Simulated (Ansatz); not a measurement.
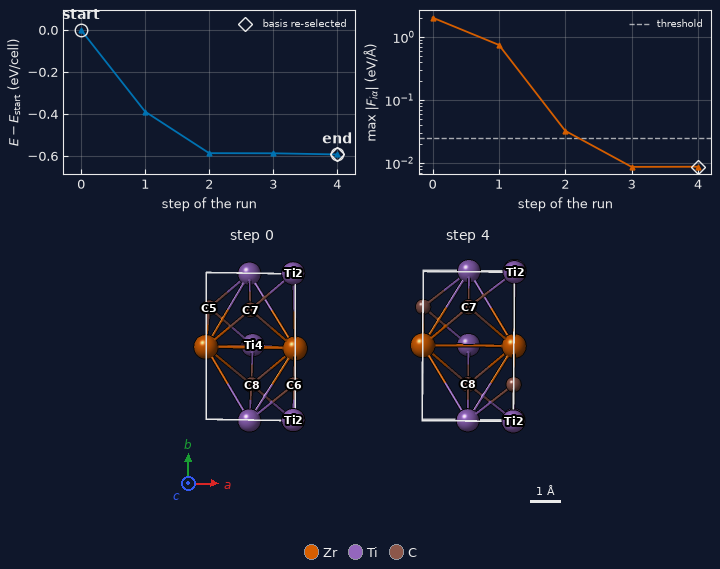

First and last geometry of a relaxation of solid ZrTi3C4 (a generated structure, set up in P1) (coarse preliminary run), with the history of the run. A ball-and-stick model of the cell of the calculation, seen along the c axis.

Theory: DFT PBE, scalar-relativistic, plane waves, PAW in Ansatz. Settings: plane-wave cutoff 420 eV; k-point mesh 8 × 4 × 4; occupations gaussian; smearing width 0.2 eV; no spin polarisation; cell and atoms relaxed; force threshold 0.025 eV/Å; at most 60 steps.

Q: What do the curves and the structures tell?

A: It converged. A C atom moves most relative to the cell: 0.11 Å roughly along −a. Largest moves by element: C 0.11 Å, Ti 0.09 Å, Zr 0.08 Å. Cell: a 3.070 → 3.141 Å (+2.3 %), b 5.342 → 5.429 Å (+1.6 %), c 5.463 → 5.431 Å (−0.6 %), α 108.9° → 109.4°, β 89.9° → 90.0°, γ 90.9° → 90.0°. Volume +3.1 %. Among the contacts that change: C–Ti 2.047 → 2.220 Å, C–Zr 2.102 → 2.266 Å, Ti–Ti 2.986 → 3.136 Å, C–Zr 2.166 → 2.270 Å. Among the angles between lasting bonds that change: Zr–C–Ti 172.4° → 180.0°, Ti–C–Ti 96.7° → 91.3°, Ti–C–Ti 86.3° → 91.3°. The space group (tolerance 0.01 Å) goes from P1 (No. 1) to Cmmm (No. 65). The energy falls by 0.592 eV per cell of the calculation in 3 accepted moves (4 points after the start). Largest force component: 2 eV/Å at the start, 0.0088 eV/Å at the end. Pressure: 10.56 GPa at the start and 0.11 GPa at the end. The SCF was repeated once at an unchanged geometry on a basis and grid sized afresh for the cell, which shifted the energy by 5.5 meV per cell of the calculation at most. The run took 30 s on 4 threads of Intel(R) Xeon(R) Platinum 8259CL CPU @ 2.50GHz (Skylake/Cascade Lake) (shared host), peak memory 0.61 GiB.

```csv
step,"E − E(0), meV/atom","largest force component, eV/Å","pressure, GPa","volume, Å³/atom",note
0,0.00,2.0444,10.56,10.593,
1,-48.53,0.7538,-0.67,10.970,
2,-73.25,0.0326,0.85,10.883,
3,-73.33,0.0087,0.04,10.919,
4,-74.02,0.0088,0.11,10.919,"same geometry, new basis"
```
